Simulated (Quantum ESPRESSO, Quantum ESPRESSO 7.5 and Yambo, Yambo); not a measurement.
# Quasiparticle gap of SiC (P6_3mc) in Yambo

Aim: the G0W0 gap of SiC (P6_3mc) on PBE, step by step.

Main program and level: Quantum ESPRESSO 7.5 and Yambo 5.3.0; PBE and many-body steps on it, plane waves.

**The experiments to reproduce.**

- Gap 3.33 eV: band gap at cryogenic temperature; bulk crystal (literature value) (quoted in “Silicon carbide diodes for neutron detection”, 2020, arxiv:2009.14696).

## Step 1: Starting point

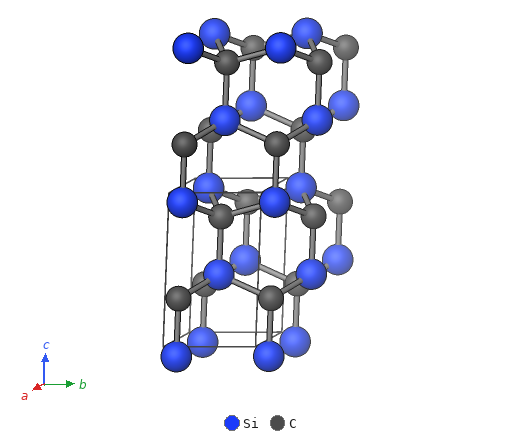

Start, viewed slightly off an axis; silicon blue, carbon dark grey. 2×2×2 cells are drawn. Some periodic images of atoms are drawn too.

The cell and positions are those that the Materials Project relaxed with its own functionals (PBE, PBE+U or r2SCAN), kept fixed.

## Step 2: Ground state

This step: Quantum ESPRESSO 7.5; DFT, PBE, plane waves, norm-conserving pseudopotentials.

The ground-state density comes first.

pw.in

```
&control
  calculation = 'scf'
  prefix = 'x'
  outdir = 'o'
  pseudo_dir = 'pseudo'
/
&system
  ibrav = 0
  nat = 4
  ntyp = 2
  ecutwfc = 74.0
  nbnd = 14
  force_symmorphic = .true.
/
&electrons
  conv_thr = 1e-10
  electron_maxstep = 80
  mixing_beta = 0.5
/
ATOMIC_SPECIES
  Si 28.085 Si.upf
  C 12.011 C.upf
CELL_PARAMETERS angstrom
  3.0735139282 0.0000000000 0.0000000000
  -1.5367569641 2.6617411407 0.0000000000
  0.0000000000 0.0000000000 5.0452477100
ATOMIC_POSITIONS crystal
  Si 0.3333333333 0.6666666667 0.4996024000
  Si 0.6666666667 0.3333333333 0.9996024000
  C 0.3333333333 0.6666666667 0.8753976000
  C 0.6666666667 0.3333333333 0.3753976000
K_POINTS automatic
  6 6 4 0 0 0
```

Run with:

```sh
$ OMP_NUM_THREADS=1 mpirun -n 4 pw.x -nk 4 -in pw.in > pw.out
```

What it wrote:

```text
Program PWSCF v.7.5 starts

     This program is part of the open-source Quantum ESPRESSO suite
     for quantum simulation of materials; please cite
         "P. Giannozzi et al., J. Phys.:Condens. Matter 21 395502 (2009);
         "P. Giannozzi et al., J. Phys.:Condens. Matter 29 465901 (2017);
         "P. Giannozzi et al., J. Chem. Phys. 152 154105 (2020);
     in publications or presentations arising from this work. More details at
     Message from routine setup:
     using ibrav=0 with symmetry is DISCOURAGED, use correct ibrav instead

     G-vector sticks info

     bravais-lattice index     =            0
     lattice parameter (alat)  =       5.8081  a.u.
     unit-cell volume          =     278.5352 (a.u.)^3
     number of atoms/cell      =            4
     number of atomic types    =            2
     number of electrons       =        16.00
     number of Kohn-Sham states=           14
     kinetic-energy cutoff     =      74.0000  Ry
     charge density cutoff     =     296.0000  Ry
     scf convergence threshold =      1.0E-10
     mixing beta               =       0.5000
     number of iterations used =            8  plain     mixing
     Exchange-correlation= PBE
                           (   1   4   3   4   0   0   0)

     celldm(1)=   5.808100  celldm(2)=   0.000000  celldm(3)=   0.000000
     celldm(4)=   0.000000  celldm(5)=   0.000000  celldm(6)=   0.000000

     crystal axes: (cart. coord. in units of alat)
               a(1) = (   1.000000   0.000000   0.000000 )
               a(2) = (  -0.500000   0.866025   0.000000 )
               a(3) = (   0.000000   0.000000   1.641524 )

     reciprocal axes: (cart. coord. in units 2 pi/alat)
               b(1) = (  1.000000  0.577350 -0.000000 )
               b(2) = (  0.000000  1.154701  0.000000 )
               b(3) = (  0.000000 -0.000000  0.609190 )
     Pseudo is Norm-conserving + core correction, Zval =  4.0
     Generated using ONCVPSP code by D. R. Hamann
     Using radial grid of 1510 points,  6 beta functions with:
     Pseudo is Norm-conserving + core correction, Zval =  4.0
     Generated using ONCVPSP code by D. R. Hamann
     Using radial grid of 1248 points,  4 beta functions with:
     Si                4.00    28.08500     Si( 1.00)
     C                 4.00    12.01100     C ( 1.00)

      6 Sym. Ops. (no inversion) found

   Cartesian axes

     site n.     atom                  positions (alat units)
         1        Si     tau(   1) = (  -0.0000000   0.5773503   0.8201095  )
         2        Si     tau(   2) = (   0.5000000   0.2886751   1.6408716  )
         3        C      tau(   3) = (  -0.0000000   0.5773503   1.4369864  )
         4        C      tau(   4) = (   0.5000000   0.2886751   0.6162243  )

     number of k points=    24
                       cart. coord. in units 2pi/alat
        k(    1) = (   0.0000000   0.0000000   0.0000000), wk =   0.0138889
        k(    2) = (   0.0000000   0.0000000   0.1522975), wk =   0.0277778
        k(    3) = (   0.0000000   0.0000000  -0.3045949), wk =   0.0138889
        k(    4) = (   0.0000000   0.1924501   0.0000000), wk =   0.0833333
        k(    5) = (   0.0000000   0.1924501   0.1522975), wk =   0.0833333
        k(    6) = (   0.0000000   0.1924501  -0.3045949), wk =   0.0833333
        k(    7) = (   0.0000000   0.3849002   0.0000000), wk =   0.0833333
        k(    8) = (   0.0000000   0.3849002   0.1522975), wk =   0.0833333
        k(    9) = (   0.0000000   0.3849002  -0.3045949), wk =   0.0833333
        k(   10) = (   0.0000000  -0.5773503   0.0000000), wk =   0.0416667
     [... 12 further rows ...]
        k(   23) = (   0.0000000  -0.3849002   0.1522975), wk =   0.0833333
        k(   24) = (  -0.1666667  -0.4811252   0.1522975), wk =   0.1666667

     Dense  grid:    23897 G-vectors     FFT dimensions: (  32,  32,  54)

     Initial potential from superposition of free atoms

     starting charge      15.9987, renormalised to      16.0000
     Starting wfcs are   16 randomized atomic wfcs

     per-process dynamical memory:    22.7 Mb

     Self-consistent Calculation

     iteration #  1     ecut=    74.00 Ry     beta= 0.50

     total energy              =     -40.86332991 Ry
     estimated scf accuracy    <       0.87900718 Ry

     iteration #  2     ecut=    74.00 Ry     beta= 0.50

     total energy              =     -41.07382222 Ry
     estimated scf accuracy    <       0.04103013 Ry

     iteration #  3     ecut=    74.00 Ry     beta= 0.50

     total energy              =     -41.07693967 Ry
     estimated scf accuracy    <       0.00696220 Ry

     iteration #  4     ecut=    74.00 Ry     beta= 0.50

     total energy              =     -41.07735316 Ry
     estimated scf accuracy    <       0.00172967 Ry

     iteration #  5     ecut=    74.00 Ry     beta= 0.50

     total energy              =     -41.07779233 Ry
     estimated scf accuracy    <       0.00009556 Ry

     iteration #  6     ecut=    74.00 Ry     beta= 0.50

     total energy              =     -41.07781315 Ry
     estimated scf accuracy    <       0.00000025 Ry

     iteration #  7     ecut=    74.00 Ry     beta= 0.50

     total energy              =     -41.07781359 Ry
     estimated scf accuracy    <       0.00000083 Ry

     iteration #  8     ecut=    74.00 Ry     beta= 0.50

     total energy              =     -41.07781365 Ry
     estimated scf accuracy    <       0.00000006 Ry

     iteration #  9     ecut=    74.00 Ry     beta= 0.50

     total energy              =     -41.07781367 Ry
     estimated scf accuracy    <          4.3E-10 Ry

     iteration # 10     ecut=    74.00 Ry     beta= 0.50

     total energy              =     -41.07781367 Ry
     estimated scf accuracy    <          7.7E-10 Ry

     iteration # 11     ecut=    74.00 Ry     beta= 0.50

     total energy              =     -41.07781367 Ry
     estimated scf accuracy    <          1.2E-10 Ry

     iteration # 12     ecut=    74.00 Ry     beta= 0.50

     End of self-consistent calculation

          k = 0.0000 0.0000 0.0000 (  2973 PWs)   bands (ev):

    -5.9142  -2.3411   0.9590   8.3610   8.3610   9.5663   9.6798   9.6798
    14.5003  15.8995  16.3620  16.3620  17.4420  18.6499

          k = 0.0000 0.0000 0.1523 (  2948 PWs)   bands (ev):

    -5.6095  -3.3614   2.4730   8.0620   8.5291   8.5291   9.4580   9.4580
    14.7823  16.4832  16.4832  16.7207  17.0130  18.0226

          k = 0.0000 0.0000-0.3046 (  2978 PWs)   bands (ev):

    -4.7179  -4.7179   5.2282   5.2282   8.9667   8.9667   8.9667   8.9667
    15.5923  15.5923  17.0455  17.0455  17.0455  17.0455

          k = 0.0000 0.1925 0.0000 (  2974 PWs)   bands (ev):

     [... further k-points ...]

     highest occupied, lowest unoccupied level (ev):     9.6798   11.9551

!    total energy              =     -41.07781367 Ry
     estimated scf accuracy    <          1.8E-11 Ry

     The total energy is the sum of the following terms:
     one-electron contribution =      11.15667180 Ry
     hartree contribution      =       4.73450404 Ry
     xc contribution           =     -15.13020564 Ry
     ewald contribution        =     -41.83878387 Ry

     convergence has been achieved in  12 iterations

     XML data file, charge density, pseudopotentials, collected wavefunctions

=------------------------------------------------------------------------------=
   JOB DONE.
=------------------------------------------------------------------------------=
```

The job ended after 5.3 s (4 MPI ranks of Arm Neoverse V1, shared host; peak memory 0.24 GiB; 21 s of CPU time).

Numbers from this step:

```yaml
total_energy: -558.8921 eV
gap: 2.275 eV
k_of_the_valence_top: 0, 0, 0
k_of_the_conduction_bottom: 0.3333, 0.3333, 0
least_direct_gap: 3.985 eV
```

The gap is indirect, with the least direct gap 1.71 eV higher.

## Step 3: Bands along the symmetry lines

Levels along a band path, at the cheap level, show where the edges lie and whether the meshes to come will hold them.

pw.in

```
&control
  calculation = 'bands'
  prefix = 'x'
  outdir = 'o'
  pseudo_dir = 'pseudo'
/
&system
  ibrav = 0
  nat = 4
  ntyp = 2
  ecutwfc = 74.0
  nbnd = 14
  force_symmorphic = .true.
/
&electrons
  conv_thr = 1e-9
  electron_maxstep = 80
  diago_full_acc = .true.
  diago_thr_init = 5e-6
/
ATOMIC_SPECIES
  Si 28.085 Si.upf
  C 12.011 C.upf
CELL_PARAMETERS angstrom
  3.0735139282 0.0000000000 0.0000000000
  -1.5367569641 2.6617411407 0.0000000000
  0.0000000000 0.0000000000 5.0452477100
ATOMIC_POSITIONS crystal
  Si 0.3333333333 0.6666666667 0.4996024000
  Si 0.6666666667 0.3333333333 0.9996024000
  C 0.3333333333 0.6666666667 0.8753976000
  C 0.6666666667 0.3333333333 0.3753976000
K_POINTS crystal
  75
  0.00000000 0.00000000 0.00000000 1
  0.06250000 0.00000000 0.00000000 1
  0.12500000 0.00000000 0.00000000 1
  0.18750000 0.00000000 0.00000000 1
  0.25000000 0.00000000 0.00000000 1
  0.31250000 0.00000000 0.00000000 1
  0.37500000 0.00000000 0.00000000 1
  0.43750000 0.00000000 0.00000000 1
  0.50000000 0.00000000 0.00000000 1
  0.47916667 0.04166667 0.00000000 1
  0.45833333 0.08333333 0.00000000 1
  0.43750000 0.12500000 0.00000000 1
  0.41666666 0.16666666 0.00000000 1
  0.39583333 0.20833333 0.00000000 1
  0.37500000 0.25000000 0.00000000 1
  0.35416666 0.29166666 0.00000000 1
  0.33333333 0.33333333 0.00000000 1
  0.29166666 0.29166666 0.00000000 1
  0.25000000 0.25000000 0.00000000 1
  0.20833333 0.20833333 0.00000000 1
  0.16666666 0.16666666 0.00000000 1
  0.12500000 0.12500000 0.00000000 1
  0.08333333 0.08333333 0.00000000 1
  0.04166667 0.04166667 0.00000000 1
  0.00000000 0.00000000 0.00000000 1
  0.00000000 0.00000000 0.06250000 1
  0.00000000 0.00000000 0.12500000 1
  0.00000000 0.00000000 0.18750000 1
  0.00000000 0.00000000 0.25000000 1
  0.00000000 0.00000000 0.31250000 1
  0.00000000 0.00000000 0.37500000 1
  0.00000000 0.00000000 0.43750000 1
  0.00000000 0.00000000 0.50000000 1
  0.06250000 0.00000000 0.50000000 1
  0.12500000 0.00000000 0.50000000 1
  0.18750000 0.00000000 0.50000000 1
  0.25000000 0.00000000 0.50000000 1
  0.31250000 0.00000000 0.50000000 1
  0.37500000 0.00000000 0.50000000 1
  0.43750000 0.00000000 0.50000000 1
  0.50000000 0.00000000 0.50000000 1
  0.47916667 0.04166667 0.50000000 1
  0.45833333 0.08333333 0.50000000 1
  0.43750000 0.12500000 0.50000000 1
  0.41666666 0.16666666 0.50000000 1
  0.39583333 0.20833333 0.50000000 1
  0.37500000 0.25000000 0.50000000 1
  0.35416666 0.29166666 0.50000000 1
  0.33333333 0.33333333 0.50000000 1
  0.29166666 0.29166666 0.50000000 1
  0.25000000 0.25000000 0.50000000 1
  0.20833333 0.20833333 0.50000000 1
  0.16666666 0.16666666 0.50000000 1
  0.12500000 0.12500000 0.50000000 1
  0.08333333 0.08333333 0.50000000 1
  0.04166667 0.04166667 0.50000000 1
  0.00000000 0.00000000 0.50000000 1
  0.50000000 0.00000000 0.50000000 1
  0.50000000 0.00000000 0.43750000 1
  0.50000000 0.00000000 0.37500000 1
  0.50000000 0.00000000 0.31250000 1
  0.50000000 0.00000000 0.25000000 1
  0.50000000 0.00000000 0.18750000 1
  0.50000000 0.00000000 0.12500000 1
  0.50000000 0.00000000 0.06250000 1
  0.50000000 -0.00000000 0.00000000 1
  0.33333333 0.33333333 0.50000000 1
  0.33333333 0.33333333 0.43750000 1
  0.33333333 0.33333333 0.37500000 1
  0.33333333 0.33333333 0.31250000 1
  0.33333333 0.33333333 0.25000000 1
  0.33333333 0.33333333 0.18750000 1
  0.33333333 0.33333333 0.12500000 1
  0.33333333 0.33333333 0.06250000 1
  0.33333333 0.33333333 0.00000000 1
```

What it wrote:

```text
[banner, memory and clock lines left out]
Program PWSCF v.7.5 starts

     Atomic positions and unit cell read from directory:
     o/x.save/

     Message from routine setup:
     using ibrav=0 with symmetry is DISCOURAGED, use correct ibrav instead

     G-vector sticks info

     bravais-lattice index     =            0
     lattice parameter (alat)  =       5.8081  a.u.
     unit-cell volume          =     278.5352 (a.u.)^3
     number of atoms/cell      =            4
     number of atomic types    =            2
     number of electrons       =        16.00
     number of Kohn-Sham states=           14
     kinetic-energy cutoff     =      74.0000  Ry
     charge density cutoff     =     296.0000  Ry
     Exchange-correlation= PBE
                           (   1   4   3   4   0   0   0)

     celldm(1)=   5.808100  celldm(2)=   0.000000  celldm(3)=   0.000000
     celldm(4)=   0.000000  celldm(5)=   0.000000  celldm(6)=   0.000000

     crystal axes: (cart. coord. in units of alat)
               a(1) = (   1.000000   0.000000   0.000000 )
               a(2) = (  -0.500000   0.866025   0.000000 )
               a(3) = (   0.000000   0.000000   1.641524 )

     reciprocal axes: (cart. coord. in units 2 pi/alat)
               b(1) = (  1.000000  0.577350 -0.000000 )
               b(2) = (  0.000000  1.154701  0.000000 )
               b(3) = (  0.000000 -0.000000  0.609190 )
     Pseudo is Norm-conserving + core correction, Zval =  4.0
     Generated using ONCVPSP code by D. R. Hamann
     Using radial grid of 1510 points,  6 beta functions with:
     Pseudo is Norm-conserving + core correction, Zval =  4.0
     Generated using ONCVPSP code by D. R. Hamann
     Using radial grid of 1248 points,  4 beta functions with:
     Si                4.00    28.08500     Si( 1.00)
     C                 4.00    12.01100     C ( 1.00)

      6 Sym. Ops. (no inversion) found

   Cartesian axes

     site n.     atom                  positions (alat units)
         1        Si     tau(   1) = (  -0.0000000   0.5773503   0.8201095  )
         2        Si     tau(   2) = (   0.5000000   0.2886751   1.6408716  )
         3        C      tau(   3) = (  -0.0000000   0.5773503   1.4369864  )
         4        C      tau(   4) = (   0.5000000   0.2886751   0.6162243  )

     number of k points=    75
                       cart. coord. in units 2pi/alat
        k(    1) = (   0.0000000   0.0000000   0.0000000), wk =   0.0266667
        k(    2) = (   0.0625000   0.0360844   0.0000000), wk =   0.0266667
        k(    3) = (   0.1250000   0.0721688   0.0000000), wk =   0.0266667
[...]
[... 63 further rows ...]
        k(   74) = (   0.3333333   0.5773503   0.0380744), wk =   0.0266667
        k(   75) = (   0.3333333   0.5773503   0.0000000), wk =   0.0266667

     Dense  grid:    23897 G-vectors     FFT dimensions: (  32,  32,  54)

     The potential is recalculated from file :
     o/x.save/charge-density

     Starting wfcs are   16 randomized atomic wfcs

     Band Structure Calculation

     End of band structure calculation

          k = 0.0000 0.0000 0.0000 (  2973 PWs)   bands (ev):

    -5.9143  -2.3411   0.9590   8.3610   8.3610   9.5663   9.6798   9.6798
    14.5004  15.8995  16.3620  16.3620  17.4420  18.6499

          k = 0.0625 0.0361 0.0000 (  2985 PWs)   bands (ev):

    -5.8463  -2.2830   1.0219   7.9571   8.2373   9.4067   9.5295   9.6437
    14.7741  15.9005  16.3348  16.5064  17.5747  18.4675

          k = 0.1250 0.0722 0.0000 (  2966 PWs)   bands (ev):

    -5.6434  -2.1112   1.2079   6.9791   7.9267   8.7148   9.3752   9.5215
    14.9041  16.0929  16.5739  16.8767  17.3929  18.4935

[...]
k = 0.3333 0.5774 0.0381 (  2994 PWs)   bands (ev):

    -1.3982  -1.3982   2.9420   3.3197   3.3197   5.7422   5.7422   5.7864
    12.0419  17.8468  18.2195  18.2195  19.5121  19.5121

          k = 0.3333 0.5774 0.0000 (  3000 PWs)   bands (ev):

    -1.4077  -1.4077   2.9241   3.4113   3.4113   5.6266   5.6266   5.8382
    11.9551  17.8618  18.5453  18.5453  19.3526  19.3526

     XML data file, pseudopotentials, collected wavefunctions
```

Wall time 4.8 s (4 MPI ranks); peak memory 0.21 GiB; 19 s of CPU time.

This step gave:

- gap: 2.275 eV
- k of the valence top: 0, 0, 0
- k of the conduction bottom: 0.3333, 0.3333, 0
- least direct gap: 3.985 eV

The gap is 2.275 eV, as in the run before at this level.

The electronic bands at the labelled points (eV, zero at the top of the highest filled band; v1 is the highest filled band, c1 the lowest empty one):

```tsv
point	v4	v3	v2	v1	c1	c2	c3	c4
Γ	-1.32	-0.11	0.00	0.00	4.82	6.22	6.68	6.68
M	-5.45	-3.33	-3.30	-1.20	2.79	4.23	6.90	7.14
K	-6.27	-4.05	-4.05	-3.84	2.28	8.18	8.87	8.87
Γ	-1.32	-0.11	0.00	0.00	4.82	6.22	6.68	6.68
A	-0.71	-0.71	-0.71	-0.71	5.91	5.91	7.37	7.37
L	-2.45	-2.45	-2.34	-2.34	3.29	3.29	5.27	5.27
H	-5.66	-5.66	-1.74	-1.74	5.08	5.08	6.03	6.03
A	-0.71	-0.71	-0.71	-0.71	5.91	5.91	7.37	7.37
jump to L	-2.45	-2.45	-2.34	-2.34	3.29	3.29	5.27	5.27
M	-5.45	-3.33	-3.30	-1.20	2.79	4.23	6.90	7.14
jump to H	-5.66	-5.66	-1.74	-1.74	5.08	5.08	6.03	6.03
K	-6.27	-4.05	-4.05	-3.84	2.28	8.18	8.87	8.87
```

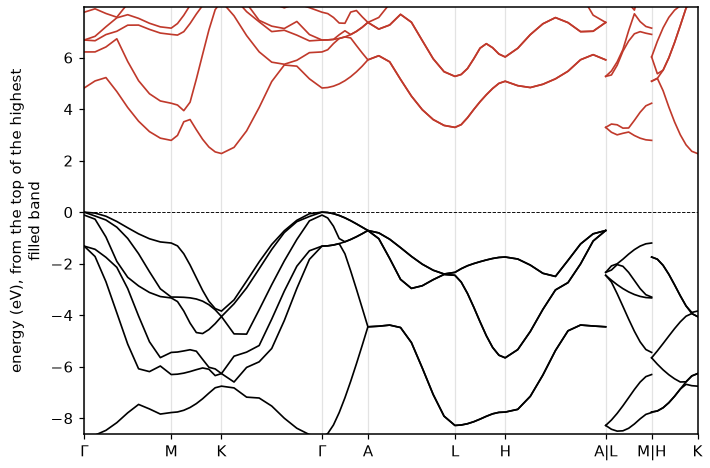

Electronic bands along the path; lines of filled and empty bands in two colours.

[end of part 1 of 3]

[Paths, hosts, dates, memory and timing lines, banners, echoed tables and standing remarks are left out of the program output.]

[Logs are printed without paths, hosts, clocks, repeated set-up lines and the standing remarks that a program may print on its own settings, such as how far it seeks lower states.]

[Runs of the session that timed out or met a known fault of the program may be left out.]

[Hosts, paths, dates, database ids (printed as entryN), source tags and the programs' standing remarks are cut or masked in the printed files.]
